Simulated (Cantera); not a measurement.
Input: 1 mol Si, 2.9 mol Cl2, a varied amount of H2, at 948 K and 10000 Pa.

Cantera equilibrium calculation (NASA polynomials, part measured and part estimated; ideal gas, pure solids and liquids). Candidate condensed phases: Si; 19 gas species. The tables' values for SiCl3 are old estimates; treat these amounts as uncertain. Rates play no part.

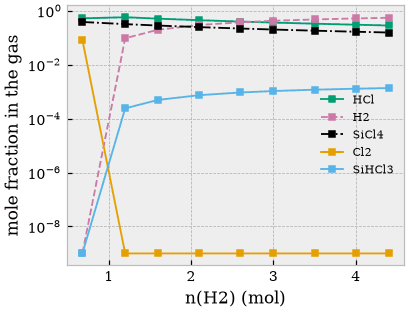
*Equilibrium gas composition (values under 1e-9 drawn at 1e-9)*

From 0.68 mol H2 to 4.4 mol H2 nothing is condensed. The main Si-bearing gas is SiCl4 throughout.
